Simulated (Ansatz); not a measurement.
# H3InS: the cost of one run

All numbers below are computed with Ansatz 0.2.0 (RKS PBE0-D4/def2-SVP).

## (1) The system as given

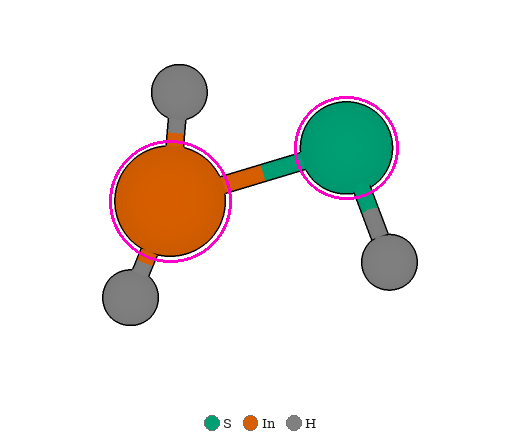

Start, viewed from a chosen angle; sulfur teal, indium orange, hydrogen grey. Ringed: S1, In2.

Structure file:

```xyz
5

S     1.0668   -0.4639    0.4252
In   -0.3956    0.5209   -0.3870
H     0.1967   -1.4564    0.9276
H    -1.3033    0.1146   -0.8809
H     0.4852    1.2111   -0.1263
```

## (2) Relaxing end A

input.yaml

```yaml
crystal:
  periodic: [false, false, false]
  atoms:
    - { symbol: S, position_ang: [1.0668, -0.4639, 0.4252] }
    - { symbol: In, position_ang: [-0.3956, 0.5209, -0.387] }
    - { symbol: H, position_ang: [0.1967, -1.4564, 0.9276] }
    - { symbol: H, position_ang: [-1.3033, 0.1146, -0.8809] }
    - { symbol: H, position_ang: [0.4852, 1.2111, -0.1263] }
basis:
  gaussian: { orbitals: def2-SVP }
hamiltonian:
  xc: pbe0
  dispersion: d4
relax:
  f_tol: 0.015
  max_steps: 40
output:
  orbitals: {}
```

The run is started by

```console
> ansatz run input.yaml --threads 1 --pin off --max-ram 2048MiB --backend cpu --events-out ev --progress --plain --runs-dir out
```

Q: Estimate wall time and peak memory on 1 thread of Arm Neoverse V1, shared host.

About 24 s, with a peak of 0.12 GiB.
